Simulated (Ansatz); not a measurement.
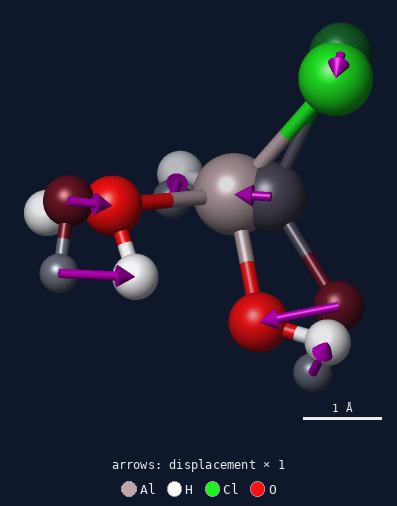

A relaxation of AlH₄O₂Cl. The starting structure is drawn faded, the final one solid; purple arrows show the displacements, at their true length. The two geometries are superimposed by the best rigid fit.

A ball-and-stick model, seen from a free direction.

The run prepares an end point of a later path (reaction) calculation, from a guessed geometry.

Computed with RKS PBE-D4/6-31G* in Ansatz. Set-up: no spin polarisation; force threshold 0.03 eV/Å; at most 50 steps.

**What happened in the run?**

The largest move after the best rigid fit is that of an O atom, 1.06 Å. By element the largest moves are O 1.06 Å, H 1.02 Å, Al 0.49 Å, Cl 0.40 Å. Some distances before and after: Al–H 3.348 → 2.237 Å, Al–O 2.962 → 2.011 Å, Al–O 1.725 → 1.766 Å, Al–Cl 2.107 → 2.141 Å. New bonds form, among them: Al–O (2.96 → 2.01 Å). Bond angles that change, for instance: H–O–H 103.4° → 107.0°, H–Al–O 123.1° → 119.6°, Al–O–H 117.8° → 120.2°. Groups turn about Al–O by about 135°. After 19 accepted moves (24 points after the start) the energy has fallen by 90.8 kJ/mol. The largest force component goes from 0.76 to 0.022 eV/Å. The line search rejected the trial steps at points 10, 14, 16, 20, 23 of the run. Cost: 67 s on 1 thread of Arm Neoverse V1 (shared host), peak memory 0.15 GiB.
